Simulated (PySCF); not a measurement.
**quartet CH2F at 6 levels**

Aim: a comparison of 6 runs (UB2PLYP/STO-3G, UB3LYP/STO-3G, UPBE0/STO-3G, NEVPT2(13,10)/STO-3G, NEVPT2(5,5)/STO-3G, FCI/STO-3G) of quartet CH2F. 

Program for the calculation: PySCF 2.14.0.

11 further runs of the same task are left out: 3 that didn't finish, 8 set aside as unsound or not needed.

## (1) Starting point

CH2F has 4 atoms, charge 0, and is taken as a quartet. SMILES of the parent species: `[CH2]F`. The coordinates come from a PBE0-D4/def2-TZVP relaxation. That shape belongs to the parent species and isn't relaxed for this state.

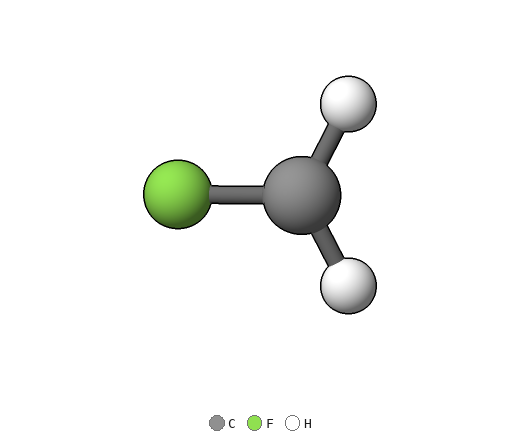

The structure, seen from a chosen angle (carbon grey, fluorine green, hydrogen white).

## (2) The energy at UB2PLYP/STO-3G (run 1)

calc.py reads:

```python
from pyscf import gto, dft, mp

mol = gto.M(
    atom=[
    ('C', (-0.030100, -0.057600, -0.131100)),
    ('F', (0.950000, 0.694000, 0.364600)),
    ('H', (-0.946900, 0.472300, -0.352500)),
    ('H', (0.027000, -1.108700, 0.119000)),
],
    max_memory=1860,
    spin=3,
    verbose=3,
    basis='sto-3g',
)

myscf = dft.UKS(mol, xc='0.53*HF + 0.47*B88, 0.73*LYP')
myscf.grids.level = 5
myscf.conv_tol = 1e-10
myscf.kernel()
if not myscf.converged:
    myscf = myscf.newton().run(myscf.mo_coeff, myscf.mo_occ)

pt = mp.MP2(myscf, frozen=2).run()
e_final = myscf.e_tot + 0.27 * pt.e_corr
print('PT2 part  %.8f' % (0.27 * pt.e_corr))
print('E = %.10f Eh' % e_final)
```

On the command line:

```bash
$ OMP_NUM_THREADS=1 python calc.py
```

Standard output:

```text
WARN: HOMO 0.324925683324884 >= LUMO -0.364250166055611

WARN: HOMO 0.256857727517338 >= LUMO 0.0527447569960796

WARN: HOMO 0.194987588629895 >= LUMO -0.0210392401840935

WARN: HOMO 0.15984347283639 >= LUMO 0.00483280638391947

WARN: HOMO 0.16008574958831 >= LUMO 0.0159042044480464

WARN: HOMO 0.157108394188778 >= LUMO 0.0149691533148393

WARN: HOMO 0.156269857903443 >= LUMO 0.0170624902676333

WARN: HOMO 0.156465351860749 >= LUMO 0.0168420601583034

WARN: HOMO 0.156492948269157 >= LUMO 0.0168524114049884

WARN: HOMO 0.156479400762749 >= LUMO 0.0168592807078838

WARN: HOMO 0.156485588568956 >= LUMO 0.0168524566559517

WARN: HOMO 0.156484380544687 >= LUMO 0.01685474516876

converged SCF energy = -136.482725620278  <S^2> = 3.751553  2S+1 = 4.0007764
E(UMP2) = -136.525098569816  E_corr = -0.0423729495384036
E(SCS-UMP2) = -136.525670537795  E_corr = -0.0429449175168426
PT2 part  -0.01144070
E = -136.4941663167 Eh
```

Wall time 2.8 s (1 thread of Arm Neoverse V1, shared host); peak memory 0.18 GiB.

## (3) A single-point energy at UB3LYP/STO-3G (run 2)

job.py reads:

```python
from pyscf import gto, dft

system = gto.Mole()
system.atom = '''
C     -0.056881    -0.108848    -0.247743
F      1.795240     1.311470     0.688994
H     -1.789382     0.892518    -0.666128
H      0.051023    -2.095139     0.224877
'''
system.verbose = 3
system.unit = 'bohr'
system.charge = 0
system.basis = 'sto-3g'
system.max_memory = 1860
system.spin = 3
system.build()

calc0 = dft.UKS(system)
calc0.xc = 'b3lyp'
calc0.grids.level = 5
calc0.conv_tol = 1e-10
calc0.kernel()
if not calc0.converged:
    calc0 = calc0.newton().run(calc0.mo_coeff, calc0.mo_occ)

etot = calc0.e_tot
print('E(%s) = %.9f' % ('B3LYP', etot))
```

On the command line:

```bash
$ OMP_NUM_THREADS=1 python job.py
```

Standard output:

```text
WARN: HOMO 0.258443599504433 >= LUMO -0.340374290815794

WARN: HOMO 0.324069631832498 >= LUMO -0.01272933504368

WARN: HOMO 0.272574395004801 >= LUMO -0.107720021772347

WARN: HOMO 0.25083955764058 >= LUMO -0.106196733962027

WARN: HOMO 0.251658248300196 >= LUMO -0.105844945256374

WARN: HOMO 0.250817526848559 >= LUMO -0.10553348661699

WARN: HOMO 0.251193891346378 >= LUMO -0.10539050857725

WARN: HOMO 0.251177254073593 >= LUMO -0.105314846296592

WARN: HOMO 0.251183910101857 >= LUMO -0.10531354343333

WARN: HOMO 0.251183989244916 >= LUMO -0.10531104494116

WARN: HOMO 0.251183936033319 >= LUMO -0.105311136264797

converged SCF energy = -136.666227433983  <S^2> = 3.7504066  2S+1 = 4.0002033
E(B3LYP) = -136.666227434
```

Wall time 2.9 s (1 thread of Arm Neoverse V1, shared host); peak memory 0.17 GiB.

Run 3 isn't shown in full; the table further down has it.

## (4) A single-point energy at NEVPT2(13,10)/STO-3G (run 4)

run.py reads:

```python
import numpy
from pyscf import gto, scf, mp, mcscf, mrpt

mol = gto.M(
    atom='''
C     -0.056881    -0.108848    -0.247743
F      1.795240     1.311470     0.688994
H     -1.789382     0.892518    -0.666128
H      0.051023    -2.095139     0.224877
''',
    max_memory=1860,
    unit='bohr',
    basis='sto-3g',
    charge=0,
    verbose=3,
    spin=3,
)

hf = mol.ROHF()
hf.conv_tol = 1e-10
hf.kernel()
if not hf.converged:
    hf = hf.newton().run(hf.mo_coeff, hf.mo_occ)

pt = mp.MP2(scf.addons.convert_to_uhf(hf)).run()
noons, natorbs = mcscf.addons.make_natural_orbitals(pt)
print('natural occupations', numpy.round(noons[:40], 4))
cas = mcscf.CASSCF(hf, 10, 13)
cas.fix_spin_(ss=3.75)
cas.natorb = True
cas.kernel(natorbs)
e_pt2 = mrpt.NEVPT(cas).kernel()
e_final = cas.e_tot + e_pt2
print(f'total energy: {e_final:.8f} hartree')
```

On the command line:

```bash
$ OMP_NUM_THREADS=1 python run.py
```

Standard output:

```text
converged SCF energy = -136.102171666343
E(UMP2) = -136.131801021582  E_corr = -0.0296293552392616
E(SCS-UMP2) = -136.134352580188  E_corr = -0.0321809138452609
natural occupations [2.     2.     1.9999 1.9991 1.9983 1.9919 1.9904 1.001  1.0009 1.0007
 0.0097 0.0081]
CASSCF energy = -136.152536141350
CASCI E = -136.152536141350  E(CI) = -48.4776926316559  S^2 = 3.7500000
Sr    (-1)',   E = -0.00000000000000
Si    (+1)',   E = -0.00013725987113
Sijrs (0)  ,   E = 0.00000000000000
Sijr  (+1) ,   E = -0.00000000000000
Srsi  (-1) ,   E = -0.00000000000000
Srs   (-2) ,   E = 0.00000000000000
Sij   (+2) ,   E = -0.00006603742951
Sir   (0)' ,   E = -0.00000000000000
Nevpt2 Energy = -0.000203297300644
total energy: -136.15273944 hartree
```

Run time: 8.7 s. Hardware: 1 thread of Arm Neoverse V1, shared host; peak memory 0.16 GiB.

Run 5 isn't shown in full; the table further down has it.

## (5) A single-point energy at FCI/STO-3G (run 6)

start.xyz reads:

```xyz
4
CH2F
C     -0.030100    -0.057600    -0.131100
F      0.950000     0.694000     0.364600
H     -0.946900     0.472300    -0.352500
H      0.027000    -1.108700     0.119000
```

run.py reads:

```python
from pyscf import gto, scf, mcscf

mol = gto.Mole()
mol.atom = 'start.xyz'
mol.basis = 'sto-3g'
mol.spin = 3
mol.max_memory = 1860
mol.verbose = 3
mol.charge = 0
mol.build()

calc0 = scf.ROHF(mol)
calc0.conv_tol = 1e-10
calc0.kernel()
if not calc0.converged:
    calc0 = calc0.newton().run(calc0.mo_coeff, calc0.mo_occ)

cas = mcscf.CASCI(calc0, calc0.mo_coeff.shape[-1] - 2, (mol.nelec[0] - 2, mol.nelec[1] - 2))  # full CI above the frozen core
cas.fix_spin_(ss=3.75)
cas.kernel()
etot = cas.e_tot
print('E(%s) = %.9f' % ('FCI', etot))
```

On the command line:

```bash
$ OMP_NUM_THREADS=1 python run.py
```

Standard output:

```text
converged SCF energy = -136.102171591267
CASCI E = -136.152514723494  E(CI) = -48.4692141911190  S^2 = 3.7500000
E(FCI) = -136.152514723
```

Run time: 0.95 s. Hardware: 1 thread of Arm Neoverse V1, shared host; peak memory 0.12 GiB.

## (6) All runs side by side

```csv
run,level,frozen core orbitals,integration grid,energy (Eh),dipole moment (D) of the reference,wall time
1,UB2PLYP/STO-3G,2,5,-136.494166,1.23,2.8 s
2,UB3LYP/STO-3G,–,5,-136.666227,0.95,2.9 s
3,UPBE0/STO-3G,–,5,-136.550229,0.98,2.7 s
4,"NEVPT2(13,10)/STO-3G",–,–,-136.152739,1.40,8.7 s
5,"NEVPT2(5,5)/STO-3G",–,–,-136.135631,1.40,0.9 s
6,FCI/STO-3G,2,–,-136.152515,1.40,0.95 s
```

## (7) Summary of results

| quantity | value |
| --- | --- |
| run 6: total energy | -136.15251 Eh |
| run 6: dipole moment (Hartree–Fock density) | 1.40 D |
| run 6: correlation energy (2 core orbitals frozen) | -50.3 mEh |

In words: Over runs 1, 2, 3 the dipole moment (its size) runs from 0.95 D (UB3LYP/STO-3G) to 1.23 D (UB2PLYP/STO-3G). A double hybrid's value is that of its SCF part. Totals of different functionals can't be ranked against each other. In runs 1, 2, 3, 4, 5, 6 the basis is minimal, so the values are rough. All runs together took 19 s, the longest 8.7 s.
